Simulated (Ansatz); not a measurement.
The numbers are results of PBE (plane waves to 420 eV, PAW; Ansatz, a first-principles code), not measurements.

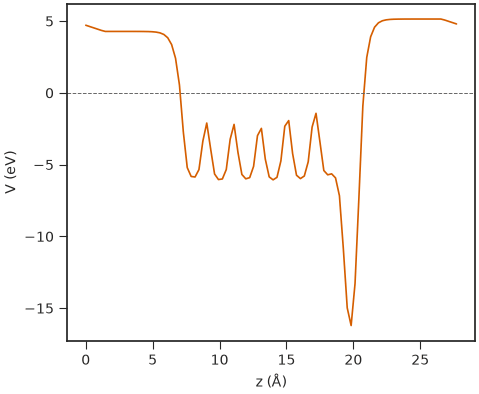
Fig. 1. Plane-averaged electrostatic potential energy along the normal, in eV from the Fermi level, for a constructed model of the (100) surface of fcc Al, a pseudomorphic layer of Os in the host's stacking (bottom of the slab: a bare face, its two planes held)

Set-up: 7 atoms, 12.0 Å thick at the start; mesh 13x13x1; 0.1 eV smearing; dipole correction on; 2 atoms held, the rest relaxed; start symmetry kept, larger cells not searched; no spin, no spin-orbit, no U. It is one candidate, not shown to be the stable structure of the face.

The vacuum level lies 5.14 eV above the Fermi level over the top face and 4.28 eV above it under the bottom face.
